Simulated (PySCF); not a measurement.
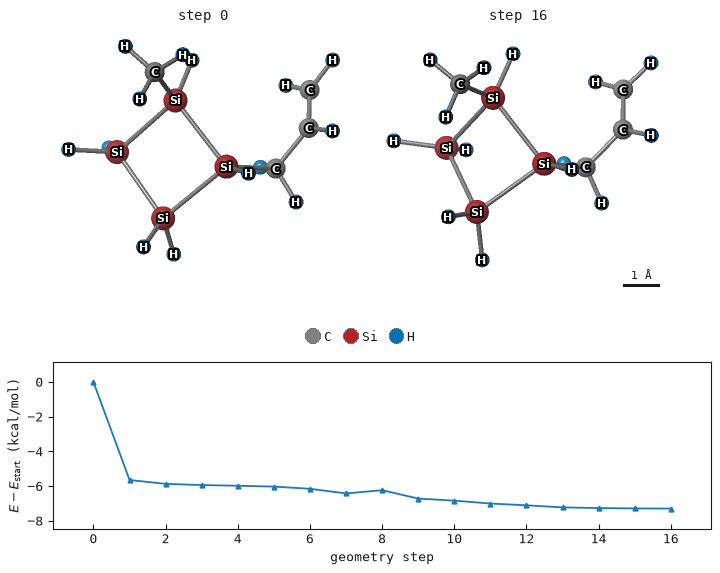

First and last geometry of a relaxation of C4H14Si4, with the history of the run. The picture is a ball-and-stick view, seen at a tilt.

The start comes from GFN2-xTB. Its atoms were then displaced at random by about 0.01 Å.

All numbers below come from PBE0-D3(BJ)/def2-SVP geometry optimisation, gas phase (PySCF 2.14.0, density-fitted response routines). 

What do the curves and the structures tell?

It converged. The atom that moves furthest after the best rigid fit is an H atom (1.21 Å). By element the largest moves are H 1.21 Å, Si 0.50 Å, C 0.48 Å. Among the contacts that change: C–H 1.060 → 1.095 Å, C–Si 1.879 → 1.911 Å, Si–Si 2.393 → 2.361 Å, H–Si 1.468 → 1.499 Å. Among the angles between lasting bonds that change: C–Si–H 104.2° → 111.3°, H–Si–H 103.0° → 109.1°, Si–Si–H 114.9° → 108.9°. Groups turn about Si–Si by about 25°, Si–Si by about 25°, Si–Si by about 25°. After 16 geometry steps the energy has fallen by 7.29 kcal/mol. Cost: 7.7 min on 1 thread of Arm Neoverse V1 (shared host).
